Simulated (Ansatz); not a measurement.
Input file:

```
crystal:
  periodic: [false, false, false]
  atoms:
    - {symbol: Si, position_ang: [1.119487, 0.250952, 1.194083]}
    - {symbol: O, position_ang: [-0.026256, 0.766130, 0.116188]}
    - {symbol: B, position_ang: [-0.831947, 0.249237, -0.821642]}
    - {symbol: S, position_ang: [-0.852833, -1.531836, -1.161627]}
    - {symbol: Cl, position_ang: [-1.879282, 1.348088, -1.723686]}
    - {symbol: H, position_ang: [2.435889, 0.750157, 0.734990]}
    - {symbol: H, position_ang: [0.775994, 0.827678, 2.513074]}
    - {symbol: H, position_ang: [1.125366, -1.231598, 1.261800]}
    - {symbol: H, position_ang: [-1.777820, -1.475208, -2.130181]}
basis:
  gaussian: {orbitals: def2-TZVPP}
hamiltonian: {xc: pbe0, dispersion: d4}
output: {orbitals: {seedname: orbitals}}
```

Launched as:

```sh
ansatz run in.yaml --threads 4 --pin off --events-out ev --progress --plain --max-ram 10444MiB
```

Geometry: PBE0-D4/def2-TZVP.

These are results of RKS PBE0-D4/def2-TZVPP (Ansatz), not measurements.

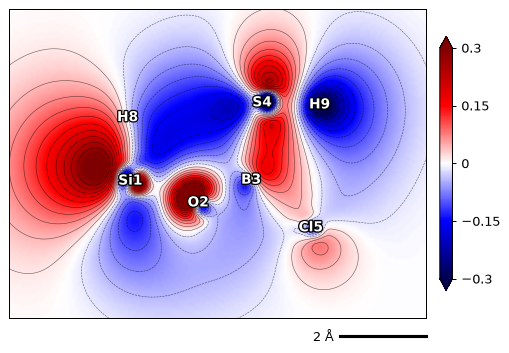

BClH4OSSi. The LUMO on the plane of atoms B3, S4 and H9 (values in Å⁻³ᐟ²; the overall sign is arbitrary).

Describe this orbital and give its energy.

Answer. It lies mainly on Si1 (about 40 %), S4 (about 15 %), H9 (about 10 %), B3 (about 10 %) and O2 (about 5 %). Its energy is −0.30 eV.
